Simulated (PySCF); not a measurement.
C3H2O, SMILES `O=C1C=C1`.

Level of theory: PBE0/def2-TZVP (PySCF), at a geometry from GFN2-xTB. No frequency check shows the geometry to be a minimum.

Geometry (Å), atoms numbered from 1:

```
O1      -1.5247   -0.0000    0.0000
C2      -0.3353    0.0001    0.0000
C3       0.9270   -0.6746    0.0000
C4       0.9271    0.6745    0.0000
H5       1.5425   -1.5468    0.0000
H6       1.5425    1.5468    0.0000
```

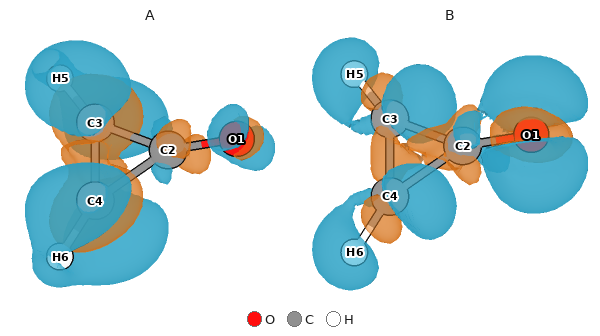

The two Fukui functions at ±0.03 e/Å³ (light blue positive, orange negative).

Which panel is f⁻ (electron removed) and which f⁺ (electron added)?

Answer. A is f⁺, B is f⁻. f⁻ (Hirshfeld-condensed) is largest on O1 (0.37); the vertical ionisation energy is 9.49 eV (the stability of the cation's solution wasn't checked). f⁺ (Hirshfeld-condensed) is largest on C3 and C4 (0.27 each); the vertical electron affinity is −0.96 eV (the stability of the anion's solution wasn't checked; negative, but this basis has no diffuse functions, so it doesn't show that the anion is unbound).

What chemical potential and hardness follow from the two energies?

Answer. μ = −(I + A)/2 = −4.27 eV and η = I − A = 10.45 eV.
